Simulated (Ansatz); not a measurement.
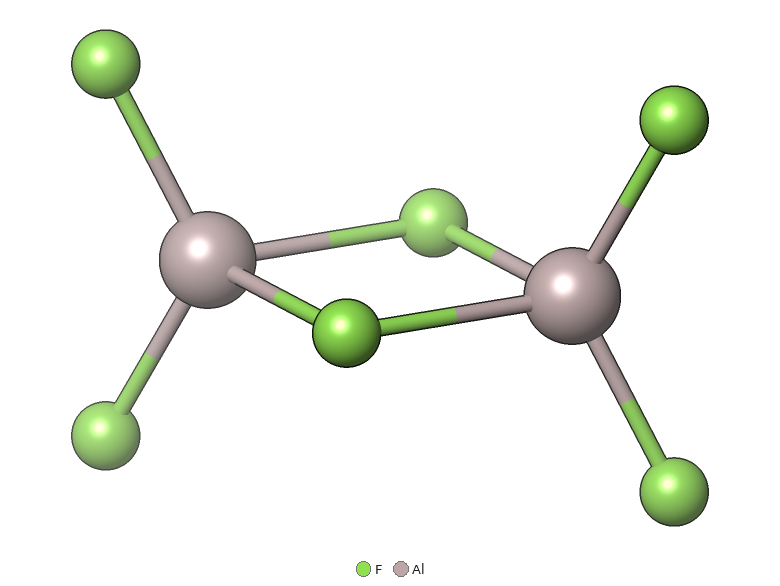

Distant atoms are faded towards the background colour. The computed structure is the end point of a PBE0-D4/def2-TZVP optimisation.

**Which symmetry elements does this geometry have?**

It has 3 C2 axes, 3 mirror planes and a centre of inversion, so the point group is D2h. The group has 8 operations. The geometry is achiral, and symmetry forbids a dipole moment.
